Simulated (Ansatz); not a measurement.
**GaSiH$_{7}$S: geometry relaxation (part 2 of 2)**

GaSiH$_{7}$S; RKS BHLYP-D4/def2-SVP (Ansatz 0.2.0). It belongs to a series of runs on one base structure; here: end point A relaxed.

Geometry of the input (Å):
```
Ga 0.1756  -1.6733  -0.0631
Si 1.2380  0.3952  -0.4240
H  -0.3872  -2.4966  -1.2736
H  0.0680  -2.2983  1.3726
H  -1.2065  1.5445  -0.0507
S  -2.3045  0.8511  0.3258
H  0.6147  1.1541  -1.5443
H  1.1549  1.2715  0.7773
H  2.6831  0.2543  -0.7514
H  -2.0361  0.9975  1.6313
```

Trajectory as extended XYZ, continued:
```
10
Properties=species:S:1:pos:R:3:forces:R:3 step=8 energy=-71191.50178 accepted=F
Ga   -0.0565   -1.3685   -0.0045   -0.2747  -0.1100   0.0193
Si    1.4375    0.4846   -0.4353   -0.0216  -0.1050   0.0707
H    -0.7089   -2.1468   -1.2139    0.1017   0.0575   0.0583
H    -0.1754   -2.0388    1.4248    0.1216   0.0906  -0.1297
H    -1.8221    1.2839   -0.2594   -0.0187   0.0634  -0.0575
S    -2.2086    0.2134    0.4469    0.0072  -0.0728  -0.0528
H     0.9818    1.3442   -1.5486   -0.1234   0.0019  -0.2536
H     1.5090    1.4131    0.7065   -0.0170   0.1328   0.3457
H     2.8278    0.0851   -0.7224    0.1992  -0.0927  -0.0936
H    -1.7846    0.7298    1.6059    0.0257   0.0345   0.0932
10
Properties=species:S:1:pos:R:3:forces:R:3 step=9 energy=-71191.52003
Ga   -0.0755   -1.3602   -0.0091    0.0217  -0.0020  -0.0024
Si    1.4375    0.4779   -0.4273    0.0036   0.0095  -0.0015
H    -0.6791   -2.1566   -1.2172   -0.0159  -0.0047  -0.0204
H    -0.1433   -2.0003    1.4236   -0.0015  -0.0099   0.0210
H    -1.8051    1.3408   -0.2297    0.0011  -0.0106  -0.0075
S    -2.1963    0.2305    0.4151   -0.0285  -0.0034   0.0068
H     0.9498    1.2970   -1.5743    0.0071   0.0098   0.0085
H     1.4947    1.4020    0.7415    0.0030   0.0002  -0.0081
H     2.8346    0.0781   -0.7388    0.0009  -0.0023   0.0023
H    -1.8172    0.6908    1.6163    0.0086   0.0134   0.0012
10
Properties=species:S:1:pos:R:3:forces:R:3 step=10 energy=-71191.52080
Ga   -0.0756   -1.3564   -0.0107   -0.0197  -0.0154   0.0067
Si    1.4410    0.4820   -0.4178    0.0021  -0.0078  -0.0015
H    -0.6983   -2.1302   -1.2265    0.0046   0.0000  -0.0010
H    -0.1291   -2.0198    1.4141    0.0059  -0.0018  -0.0080
H    -1.8680    1.2888   -0.2832   -0.0682  -0.1965   0.1233
S    -2.2091    0.2076    0.4516    0.1392   0.2884   0.0757
H     0.9662    1.3145   -1.5594   -0.0032   0.0088  -0.0039
H     1.5106    1.3980    0.7552    0.0001   0.0066   0.0115
H     2.8325    0.0649   -0.7301    0.0122   0.0010  -0.0024
H    -1.7701    0.7507    1.6068   -0.0729  -0.0833  -0.2005
10
Properties=species:S:1:pos:R:3:forces:R:3 step=11 energy=-71191.52502
Ga   -0.0791   -1.3618   -0.0119    0.0130   0.0010   0.0008
Si    1.4395    0.4815   -0.4056   -0.0147  -0.0116   0.0020
H    -0.7130   -2.1171   -1.2335   -0.0067   0.0074  -0.0024
H    -0.1108   -2.0507    1.4004   -0.0065   0.0031   0.0032
H    -1.9170    1.2360   -0.3268   -0.0033  -0.0003  -0.0060
S    -2.2043    0.2080    0.4866    0.0056  -0.0173   0.0003
H     0.9608    1.3265   -1.5367    0.0028   0.0064  -0.0007
H     1.5107    1.3852    0.7776    0.0005   0.0007   0.0044
H     2.8314    0.0694   -0.7249    0.0016   0.0011  -0.0018
H    -1.7181    0.8229    1.5750    0.0076   0.0093   0.0001
10
Properties=species:S:1:pos:R:3:forces:R:3 step=12 energy=-71191.52477 accepted=F
Ga   -0.0707   -1.3711   -0.0122   -0.0663   0.0587  -0.0156
Si    1.4398    0.4831   -0.3907    0.0174  -0.0232   0.0005
H    -0.7459   -2.0819   -1.2399    0.0356  -0.0211   0.0063
H    -0.1098   -2.0725    1.3933    0.0252  -0.0184  -0.0088
H    -1.9937    1.1673   -0.3835   -0.0151  -0.1260   0.1216
S    -2.1877    0.1899    0.5250    0.0844   0.2085   0.0261
H     0.9600    1.3436   -1.5108   -0.0004  -0.0110   0.0171
H     1.5138    1.3710    0.8060   -0.0023  -0.0133  -0.0145
H     2.8314    0.0744   -0.7194   -0.0047   0.0152   0.0032
H    -1.6370    0.8962    1.5322   -0.0737  -0.0694  -0.1357
10
Properties=species:S:1:pos:R:3:forces:R:3 step=13 energy=-71191.52601
Ga   -0.0801   -1.3637   -0.0130    0.0080  -0.0016   0.0072
Si    1.4386    0.4803   -0.3995   -0.0023   0.0042   0.0055
H    -0.7217   -2.1047   -1.2397   -0.0096   0.0054   0.0028
H    -0.1087   -2.0626    1.3945    0.0025  -0.0024  -0.0023
H    -1.9459    1.1982   -0.3544   -0.0169  -0.0295   0.0258
S    -2.1985    0.2014    0.5104    0.0275   0.0454  -0.0047
H     0.9600    1.3353   -1.5235   -0.0014   0.0009   0.0017
H     1.5108    1.3753    0.7907    0.0009  -0.0006   0.0012
H     2.8311    0.0733   -0.7236   -0.0031  -0.0031   0.0002
H    -1.6857    0.8671    1.5582   -0.0054  -0.0187  -0.0373
10
Properties=species:S:1:pos:R:3:forces:R:3 step=14 energy=-71191.52572 accepted=F
Ga   -0.0797   -1.3678   -0.0091   -0.0133   0.0034  -0.0297
Si    1.4362    0.4811   -0.3836    0.0060   0.0048  -0.0110
H    -0.7502   -2.0817   -1.2375    0.0191  -0.0052   0.0038
H    -0.0874   -2.0911    1.3862   -0.0122   0.0084  -0.0013
H    -2.0072    1.1562   -0.3985   -0.0061  -0.1204   0.1086
S    -2.1909    0.1967    0.5302    0.1025   0.1918   0.0513
H     0.9534    1.3470   -1.4980    0.0018  -0.0041   0.0094
H     1.5140    1.3657    0.8148   -0.0023  -0.0099  -0.0039
H     2.8273    0.0762   -0.7178   -0.0058   0.0029   0.0036
H    -1.6155    0.9178    1.5132   -0.0897  -0.0718  -0.1308
10
Properties=species:S:1:pos:R:3:forces:R:3 step=15 energy=-71191.52524 accepted=F
Ga   -0.0724   -1.3637   -0.0079   -0.0547   0.0141  -0.0176
Si    1.4411    0.4853   -0.3877   -0.0111  -0.0263  -0.0157
H    -0.7514   -2.0850   -1.2267    0.0438  -0.0125  -0.0150
H    -0.0950   -2.0746    1.3930    0.0018  -0.0004   0.0093
H    -1.9795    1.1776   -0.3794    0.0144   0.0063  -0.0228
S    -2.1936    0.1939    0.5068   -0.0054  -0.0223   0.0445
H     0.9491    1.3464   -1.5014    0.0169  -0.0014   0.0006
H     1.5273    1.3745    0.8058    0.0007  -0.0130   0.0040
H     2.8266    0.0671   -0.7270    0.0040   0.0248  -0.0046
H    -1.6522    0.8786    1.5246   -0.0104   0.0307   0.0174
10
Properties=species:S:1:pos:R:3:forces:R:3 step=16 energy=-71191.52655
Ga   -0.0783   -1.3649   -0.0118   -0.0026   0.0037  -0.0006
Si    1.4385    0.4809   -0.3956   -0.0001  -0.0013   0.0030
H    -0.7302   -2.0982   -1.2378   -0.0006   0.0010  -0.0005
H    -0.1030   -2.0696    1.3926    0.0018  -0.0010  -0.0002
H    -1.9618    1.1860   -0.3658   -0.0062  -0.0156   0.0083
S    -2.1944    0.1994    0.5146    0.0079   0.0190   0.0035
H     0.9575    1.3403   -1.5152    0.0000  -0.0009   0.0024
H     1.5138    1.3712    0.7979    0.0012  -0.0014   0.0010
H     2.8297    0.0731   -0.7243   -0.0009   0.0016  -0.0005
H    -1.6716    0.8818    1.5454   -0.0005  -0.0052  -0.0164
10
Properties=species:S:1:pos:R:3:forces:R:3 step=17 energy=-71191.52710
Ga   -0.0793   -1.3650   -0.0116   -0.0115  -0.0042   0.0014
Si    1.4381    0.4814   -0.3883   -0.0012   0.0022  -0.0021
H    -0.7430   -2.0868   -1.2384    0.0070   0.0001  -0.0008
H    -0.0966   -2.0801    1.3876    0.0031  -0.0026  -0.0007
H    -1.9853    1.1541   -0.3892   -0.0123  -0.0335   0.0318
S    -2.1915    0.1959    0.5300    0.0332   0.0590   0.0062
H     0.9531    1.3483   -1.5006    0.0031  -0.0004   0.0042
H     1.5175    1.3636    0.8112    0.0007  -0.0029  -0.0011
H     2.8282    0.0754   -0.7245   -0.0026   0.0019  -0.0001
H    -1.6412    0.9132    1.5238   -0.0195  -0.0196  -0.0388
10
Properties=species:S:1:pos:R:3:forces:R:3 step=18 energy=-71191.52727
Ga   -0.0786   -1.3680   -0.0109   -0.0071   0.0005  -0.0077
Si    1.4376    0.4805   -0.3814    0.0034   0.0029  -0.0020
H    -0.7501   -2.0796   -1.2400    0.0067   0.0007   0.0023
H    -0.0876   -2.0942    1.3826   -0.0012   0.0017  -0.0019
H    -2.0220    1.1284   -0.4104   -0.0067  -0.0764   0.0717
S    -2.1835    0.1944    0.5449    0.0461   0.1285   0.0116
H     0.9496    1.3581   -1.4842    0.0026  -0.0047   0.0055
H     1.5219    1.3524    0.8255    0.0007  -0.0034  -0.0024
H     2.8261    0.0765   -0.7259   -0.0013   0.0037  -0.0005
H    -1.6132    0.9516    1.4998   -0.0432  -0.0534  -0.0766
10
Properties=species:S:1:pos:R:3:forces:R:3 step=19 energy=-71191.52763
Ga   -0.0800   -1.3664   -0.0114   -0.0090  -0.0053  -0.0028
Si    1.4377    0.4811   -0.3814    0.0003   0.0033  -0.0001
H    -0.7497   -2.0792   -1.2405    0.0050   0.0015   0.0011
H    -0.0905   -2.0918    1.3825    0.0024  -0.0005  -0.0014
H    -2.0208    1.1227   -0.4102   -0.0072  -0.0379   0.0368
S    -2.1860    0.1947    0.5477    0.0310   0.0649   0.0024
H     0.9499    1.3595   -1.4834    0.0025  -0.0029   0.0039
H     1.5228    1.3520    0.8260    0.0008  -0.0018  -0.0014
H     2.8259    0.0766   -0.7262   -0.0019   0.0020  -0.0009
H    -1.6092    0.9509    1.4969   -0.0241  -0.0234  -0.0376
10
Properties=species:S:1:pos:R:3:forces:R:3 step=20 energy=-71191.52790
Ga   -0.0802   -1.3672   -0.0106   -0.0004  -0.0005   0.0006
Si    1.4380    0.4806   -0.3780   -0.0001   0.0004  -0.0002
H    -0.7524   -2.0740   -1.2417    0.0000   0.0007   0.0003
H    -0.0865   -2.0984    1.3800    0.0003  -0.0007  -0.0010
H    -2.0329    1.1066   -0.4181   -0.0011  -0.0013  -0.0006
S    -2.1835    0.1955    0.5556    0.0001  -0.0001   0.0014
H     0.9478    1.3632   -1.4753    0.0000   0.0002   0.0011
H     1.5276    1.3470    0.8322    0.0006  -0.0004   0.0004
H     2.8249    0.0771   -0.7292    0.0001   0.0000  -0.0002
H    -1.6029    0.9697    1.4851    0.0005   0.0017  -0.0020
```

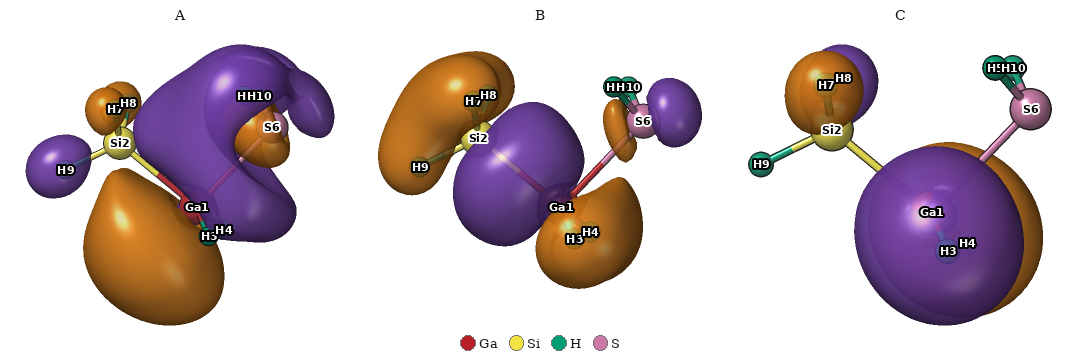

Figure 1. Three frontier orbitals at ±0.06 Å⁻³ᐟ² (orange and purple are the two phases). C is the HOMO−1 (−9.22 eV). It lies mainly on Ga1 (35 %), H4 (30 %) and H3 (30 %). B is the HOMO (−8.07 eV). It lies mainly on Si2 (40 %) and Ga1 (30 %). A is the LUMO (0.30 eV). It lies mainly on Ga1 (50 %), S6 (15 %) and Si2 (15 %). The HOMO–LUMO gap is 8.37 eV between the orbital energies.

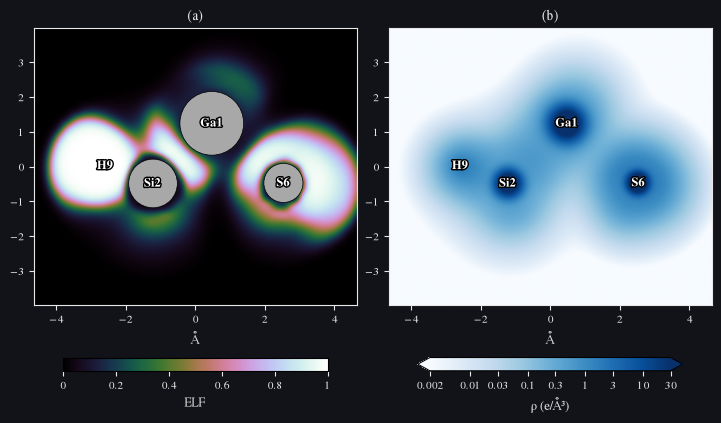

Figure 2. (a) electron localisation function; (b) total electron density on the plane of atoms Ga1, Si2 and H9. Grey discs, where drawn, cover atomic cores. Atoms in the plane: Ga, Si, S and H. Ga–S (2.68 Å): ρ at the midpoint is about 0.27 e/Å³, with its minimum of 0.23 e/Å³ about 1.2 Å from Ga; the ELF peaks at about 0.95 in the valence shell of S, 0.9 Å from its nucleus, and is about 0.50 at the midpoint.

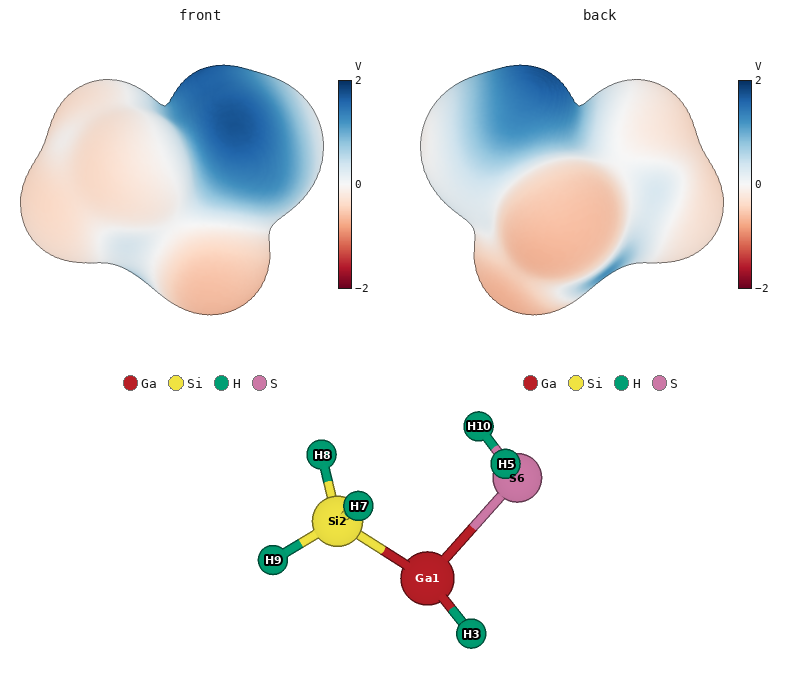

Figure 3. The electrostatic potential painted on the density surface at 0.001 e/bohr³, seen at a tilt and from behind; red is negative and blue positive. The bare structure is drawn below in the same view. A positive charge is drawn to the negative regions and a negative charge to the positive ones.

Results in brief:

| quantity | value |
| --- | --- |
| outcome | converged |
| total energy | −71191.5281 eV |
| mean-field energy | −71191.1972 eV |
| largest force (length of the vector) at the end | 0.003 eV/Å |
| hardware | 2 threads of AMD EPYC (Zen 4), 16 GiB of memory available, shared host |
| wall time | 40 s (CPU time 73 s) |
| peak memory | 0.25 GiB |
